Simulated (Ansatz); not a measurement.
# BH2− (singlet): correlated methods under varied settings at a displaced geometry (v2)

Aim: run BH2− (singlet) at one geometry under a spread of methods and options, and see what each costs and gives.

The runs use Ansatz 0.2.0, Gaussian basis; the settings change from run to run.

10 further runs of the same task are left out: 3 that didn't finish, 7 set aside as unsound or not needed.

### Step 1. The geometry

The geometry is a PBE0/def2-TZVPD stationary point (not a proven minimum) with its atoms shifted at random (size 0.100 Å).

3 atoms, charge -1, spin multiplicity 1.

Atoms are counted from 1 here; the program's logs count them from 0.

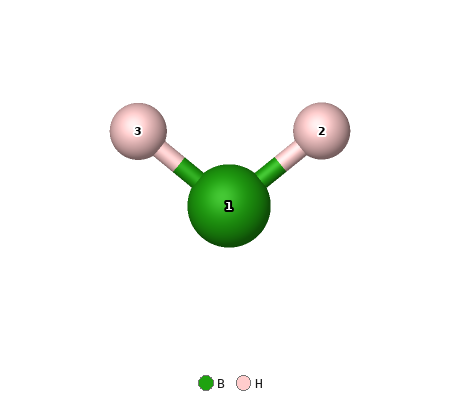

The structure; boron green, hydrogen pink; atoms are numbered from 1 in the order of the file.

### Step 2. NEVPT2(2,2)/6-31G

The input, in.yaml:

```yaml
crystal:
  periodic: [false, false, false]
  atoms:
    - {symbol: B, position_ang: [0.019891, -0.122136, -0.001179]}
    - {symbol: H, position_ang: [-0.144983, 0.671219, -0.958662]}
    - {symbol: H, position_ang: [-0.068363, 0.638796, 0.971310]}
basis:
  gaussian: {orbitals: 6-31G}
total_charge: -1
correlation: {method: sc_nevpt2, electrons: outside_noble_gas, active_space: {window: {electrons: 2, orbitals: 2}, states: [{multiplicity: 1, weights: [1, 1]}, {multiplicity: 3, weights: [1]}], root: 1}}
```

The run is started by

```sh
> ansatz run in.yaml --threads 1 --pin off --events-out ev --progress --plain --max-ram 2393MiB
```

The program printed:

```text
Functional definition: HF
  name "HF"
  cite "Fock, Z. Phys. 61, 126 (1930) doi:10.1007/BF01340294"
  parent pbe
  exchange = exact_x
  correlation = 0
289 factors; integrals over basis functions are off by at most 7.1e-8 eV
mean field evaluation 1: about -697.6709 eV, gradient 9.7e0 eV
mean field evaluation 2: about -697.6687 eV, gradient 9.6e0 eV
mean field evaluation 4: about -698.1874 eV, gradient 7.6e-1 eV
mean field evaluation 8: about -698.1938 eV, gradient 7.6e-4 eV
mean field -698.19376493 eV, -25.6581476085 hartree, gradient 1.8e-6 eV, S^2 0.000000; 0 other end points of the search recorded, 0 dependent functions left out; unrestricted orbitals would lower it
reference -698.19376493 eV, -25.6581476085 hartree; 4, 4 occupied and 9, 9 virtual orbitals, 289 factors
state -698.42825512 eV, -25.6667649638 hartree
state -696.72979777 eV, -25.6043478075 hartree
state -698.42825512 eV, -25.6667649638 hartree; corrected -699.72139941 eV, -25.7142871401 hartree
state -696.72979777 eV, -25.6043478075 hartree; corrected -698.13265125 eV, -25.6559017222 hartree
state -698.84864244 eV, -25.6822139129 hartree
state -698.84864244 eV, -25.6822139129 hartree; corrected -700.10754640 eV, -25.7284777802 hartree
Total energy: -698.13265125 eV, -25.6559017222 hartree
```

It took 0.09 s on 1 thread of Arm Neoverse V2, shared host.

From the report: 2 determinants; active occupations (of the averaged states) 1.29, 0.71.

### Step 3. CASSCF(4,6)/aug-cc-pVDZ

The input, in.yaml:

```yaml
crystal:
  periodic: [false, false, false]
  atoms:
    - {symbol: B, position_ang: [0.019891, -0.122136, -0.001179]}
    - {symbol: H, position_ang: [-0.144983, 0.671219, -0.958662]}
    - {symbol: H, position_ang: [-0.068363, 0.638796, 0.971310]}
basis:
  gaussian: {orbitals: aug-cc-pVDZ}
total_charge: -1
hamiltonian: {pseudopotentials: {relativity: scalar}}
correlation: {active_space: {window: {electrons: 4, orbitals: 6}}}
output: {forces: true}
```

The command is unchanged.

The program printed (excerpt; [...] marks lines left out):

```text
Functional definition: HF
  name "HF"
  cite "Fock, Z. Phys. 61, 126 (1930) doi:10.1007/BF01340294"
  parent pbe
[...]
397 factors; integrals over basis functions are off by at most 8.9e-4 eV
[...]
mean field -699.89915407 eV, -25.7208195034 hartree, gradient 2.9e-6 eV, S^2 0.000000; 4 other end points of the search recorded, 0 dependent functions left out
reference -699.89915407 eV, -25.7208195034 hartree; 4, 4 occupied and 37, 37 virtual orbitals, 397 factors
state -701.38304875 eV, -25.7753516272 hartree
[...]
Total energy: -701.38304875 eV, -25.7753516272 hartree
Relativity: scalar
Atom 0 at     0.019891    -0.122136    -0.001179 Å, force    -0.010398     0.091493     0.122715 eV/Å
Atom 1 at    -0.144983     0.671219    -0.958662 Å, force    -0.014849     0.008407    -0.364648 eV/Å
Atom 2 at    -0.068363     0.638796     0.971310 Å, force     0.025247    -0.099900     0.241933 eV/Å
Dipole moment:    -0.130878     0.811363     0.041905 e Å
```

Wall time 0.9 s (1 thread of Arm Neoverse V2, shared host).

From the report: 225 determinants; active occupations 1.97, 1.87, 0.07, 0.05, 0.02, 0.01.

### Step 4. CCSDT(Q)/def2-mTZVP

The input, in.yaml:

```yaml
crystal:
  periodic: [false, false, false]
  atoms:
    - {symbol: B, position_ang: [0.019891, -0.122136, -0.001179]}
    - {symbol: H, position_ang: [-0.144983, 0.671219, -0.958662]}
    - {symbol: H, position_ang: [-0.068363, 0.638796, 0.971310]}
basis:
  gaussian: {orbitals: def2-mTZVP}
total_charge: -1
magnetization: {spin_polarized: true, initial_magnetization: 0}
hamiltonian: {xc: {name: PBE}}
correlation: {method: ccsdt_q, electrons: outside_noble_gas}
scf: {lower_state_search: off}
```

Same command.

The program printed (excerpt; [...] marks lines left out):

```text
Functional definition: PBE
  name "PBE"
  cite "Perdew, Burke & Ernzerhof, Phys. Rev. Lett. 77, 3865 (1996) doi:10.1103/PhysRevLett.77.3865"
  parent pbe
[...]
423 factors; integrals over basis functions are off by at most 1.9e-7 eV
[...]
mean field -704.15284663 eV, -25.8771398218 hartree, gradient 3.6e-7 eV, S^2 0.000000; 0 other end points of the search recorded, 0 dependent functions left out
1 core orbitals not correlated: weight in the atoms' cores, before any rotation towards them, 1.000 or more for the frozen orbitals, at most 0.000 for the correlated occupied ones
reference -699.42726712 eV, -25.7034779779 hartree; 3, 3 occupied and 21, 21 virtual orbitals, 423 factors
second order -2.25100959 eV of doubles, -0.11649967 eV of singles
cycle   1  -2.66632505 eV  change   -3.0e-1 eV  update   6.2e-2
[...]
cycle  14  -2.96165712 eV  change   -6.1e-8 eV  update   3.7e-7
perturbative correction -0.00262408 eV, -0.0000964331 hartree
Total energy: -702.39154832 eV, -25.8124133027 hartree
Checks for a lower state left out: stability, starts, cluster_reference, orbital_swaps, neighbouring_geometries, increment
```

It took 1.9 s on 1 thread of Arm Neoverse V2, shared host.

From the report: ⟨S²⟩ of the determinant 0.000 (pure singlet: 0.00); correlation -2.9643 eV; T1 0.014; largest double amplitude 0.13. The orbitals are Kohn-Sham ones, so correlation energy and T1 don't compare with those on Hartree-Fock orbitals.

### Step 5. CCSDT/cc-pVDZ

The input, in.yaml:

```yaml
crystal:
  periodic: [false, false, false]
  atoms:
    - {symbol: B, position_ang: [0.019891, -0.122136, -0.001179]}
    - {symbol: H, position_ang: [-0.144983, 0.671219, -0.958662]}
    - {symbol: H, position_ang: [-0.068363, 0.638796, 0.971310]}
basis:
  gaussian: {orbitals: cc-pVDZ}
total_charge: -1
magnetization: {spin_polarized: true, initial_magnetization: 0}
hamiltonian: {xc: {name: PBE0}}
correlation: {method: ccsdt, electrons: outside_noble_gas}
output: {forces: true}
```

The command is unchanged.

The program printed (excerpt; [...] marks lines left out):

```text
Functional definition: PBE0
  name "PBE0"
  cite "Adamo & Barone, J. Chem. Phys. 110, 6158 (1999) doi:10.1063/1.478522"
  cite "Perdew, Burke & Ernzerhof, Phys. Rev. Lett. 77, 3865 (1996) doi:10.1103/PhysRevLett.77.3865"
  parent pbe
[...]
427 factors; integrals over basis functions are off by at most 2.3e-7 eV
[...]
mean field -704.11117056 eV, -25.8756082544 hartree, gradient 6.7e-7 eV, S^2 0.633301; 5 other end points of the search recorded, 0 dependent functions left out
1 core orbitals not correlated: weight in the atoms' cores, before any rotation towards them, 1.000 or more for the frozen orbitals, at most 0.000 for the correlated occupied ones
reference -699.49380185 eV, -25.7059230842 hartree; 3, 3 occupied and 20, 20 virtual orbitals, 427 factors
second order -2.37620412 eV of doubles, -0.05097519 eV of singles
cycle   1  -2.85552203 eV  change   -4.3e-1 eV  update   4.9e-2
[...]
cycle  27  -3.09682990 eV  change    5.5e-7 eV  update   2.5e-7
[...]
Total energy: -702.59063175 eV, -25.8197294838 hartree
Atom 0 at     0.019891    -0.122136    -0.001179 Å, force     0.154254    -1.002217    -0.252245 eV/Å
Atom 1 at    -0.144983     0.671219    -0.958662 Å, force    -0.079914     0.411359    -0.345628 eV/Å
Atom 2 at    -0.068363     0.638796     0.971310 Å, force    -0.074341     0.590858     0.597873 eV/Å
Dipole moment:    -0.074456     0.460073     0.017166 e Å
```

Run time: 4.7 s. Hardware: 1 thread of Arm Neoverse V2, shared host.

From the report: ⟨S²⟩ of the determinant 0.633 (pure singlet: 0.00); correlation -3.0968 eV; T1 0.133; largest double amplitude 0.22. The determinant is far from a pure spin state, so its energy mixes those of several spin states (harmless only where they are near-degenerate, as at dissociation). The orbitals are Kohn-Sham ones, so correlation energy and T1 don't compare with those on Hartree-Fock orbitals.

### Step 6. CCSDT(Q)/B/aug-cc-pVDZ

The input, in.yaml:

```yaml
crystal:
  periodic: [false, false, false]
  atoms:
    - {symbol: B, position_ang: [0.019891, -0.122136, -0.001179]}
    - {symbol: H, position_ang: [-0.144983, 0.671219, -0.958662]}
    - {symbol: H, position_ang: [-0.068363, 0.638796, 0.971310]}
basis:
  gaussian: {orbitals: aug-cc-pVDZ}
total_charge: -1
magnetization: {spin_polarized: false}
hamiltonian: {xc: {name: r2SCAN}}
correlation: {method: ccsdt_q_b, electrons: all}
accuracy: high
output: {forces: true}
```

Launched as before.

The program printed (excerpt; [...] marks lines left out):

```text
Functional definition: r2SCAN
  name "r2SCAN"
  cite "Furness, Kaplan, Ning, Perdew & Sun, J. Phys. Chem. Lett. 11, 8208 (2020) doi:10.1021/acs.jpclett.0c02405"
  cite "Furness, Kaplan, Ning, Perdew & Sun, J. Phys. Chem. Lett. 11, 9248 (2020) doi:10.1021/acs.jpclett.0c03077"
  parent r2scan
[...]
757 factors; integrals over basis functions are off by at most 2.4e-9 eV
[...]
mean field -705.05905168 eV, -25.9104422432 hartree, gradient 2.9e-8 eV, S^2 0.000000; 0 other end points of the search recorded, 0 dependent functions left out; unrestricted orbitals would lower it
reference -699.61101254 eV, -25.7102304975 hartree; 4, 4 occupied and 37, 37 virtual orbitals, 757 factors
second order -2.98572121 eV of doubles, -0.08622947 eV of singles
cycle   1  -3.51227116 eV  change   -4.4e-1 eV  update   6.7e-2
[...]
cycle  30  -3.85010977 eV  change   1.9e-10 eV  update  2.9e-10
perturbative correction -0.00598968 eV, -0.0002201165 hartree
[...]
Total energy: -703.46711199 eV, -25.8519395386 hartree
Atom 0 at     0.019891    -0.122136    -0.001179 Å, force     0.011102    -0.119774    -0.228565 eV/Å
Atom 1 at    -0.144983     0.671219    -0.958662 Å, force    -0.003287    -0.026317    -0.205159 eV/Å
Atom 2 at    -0.068363     0.638796     0.971310 Å, force    -0.007815     0.146091     0.433724 eV/Å
Dipole moment:    -0.116244     0.716826     0.020371 e Å
```

It took 79 s on 1 thread of Arm Neoverse V2, shared host; peak memory 1.7 GiB.

From the report: correlation -3.8561 eV; T1 0.015; largest double amplitude 0.10. The orbitals are Kohn-Sham ones, so correlation energy and T1 don't compare with those on Hartree-Fock orbitals.

### Step 7. The runs in one table

```tsv
level	correlated	functions	energy (eV)	time
NEVPT2(2,2)/6-31G (excited root 1 of an average)	outside noble gas	13	-698.1327	0.09 s
CASSCF(4,6)/aug-cc-pVDZ (relativity set)		41	-701.3830	0.9 s
CCSDT(Q)/def2-mTZVP (on PBE orbitals)	outside noble gas	25	-702.3915	1.9 s
CCSDT/cc-pVDZ (on PBE0 orbitals)	outside noble gas	24	-702.5906	4.7 s
CCSDT(Q)/B/aug-cc-pVDZ (on r2SCAN orbitals)	all	41	-703.4671	79 s
```

### Step 8. Outcome

| quantity | value |
| --- | --- |
| runs | 5 |
| quickest | NEVPT2(2,2)/6-31G (excited root 1 of an average), 0.09 s |
| slowest | CCSDT(Q)/B/aug-cc-pVDZ (on r2SCAN orbitals), 79 s |

In words: Total energies in different bases, with other cores or another treatment of relativity can't be set against each other. CCSDT(Q)/B/aug-cc-pVDZ (on r2SCAN orbitals) took 873 times as long as NEVPT2(2,2)/6-31G (excited root 1 of an average); the jobs differ in more than the method.
